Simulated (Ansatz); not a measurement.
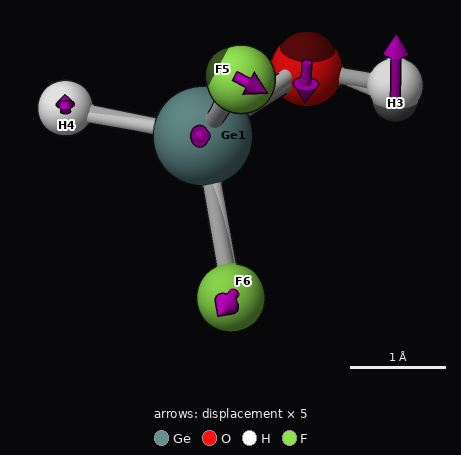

This is a relaxation of GeH$_{2}$OF$_{2}$. The starting structure is drawn faded, the final one solid; purple arrows show the displacements, magnified 5 times. The two geometries are superimposed by the best rigid fit.

Style: ball-and-stick. Shown at a tilt.

The run prepares the start of a later molecular dynamics calculation, from a guessed geometry.

Level of theory: RKS B3LYP-D4/def2-SVP in Ansatz. Settings: no spin polarisation; force threshold 0.02 eV/Å; at most 40 steps.

### What did the optimiser do to the structure, and how much energy did it gain?

The energy falls by 17.6 kJ/mol in 7 accepted moves (9 points after the start). The largest force component goes from 2.9 to 0.0013 eV/Å. The line search rejected the trial steps at points 3, 6 of the run. The forces were under the threshold at step 7, but the run went on from there. The atom that moves furthest after the best rigid fit is an H atom (0.15 Å). By element the largest moves are H 0.15 Å, O 0.10 Å, F 0.09 Å, Ge 0.06 Å. Some distances before and after: F–Ge 1.679 → 1.732 Å, H–O 1.010 → 0.968 Å, Ge–H 1.550 → 1.520 Å, Ge–O 1.770 → 1.751 Å. Bond angles that change, for instance: F–Ge–F 109.5° → 103.5°, Ge–O–H 109.5° → 114.2°, H–Ge–F 109.5° → 111.7°. The run took 55 s on 1 thread of Arm Neoverse N1, on a shared host, peak memory 0.17 GiB.
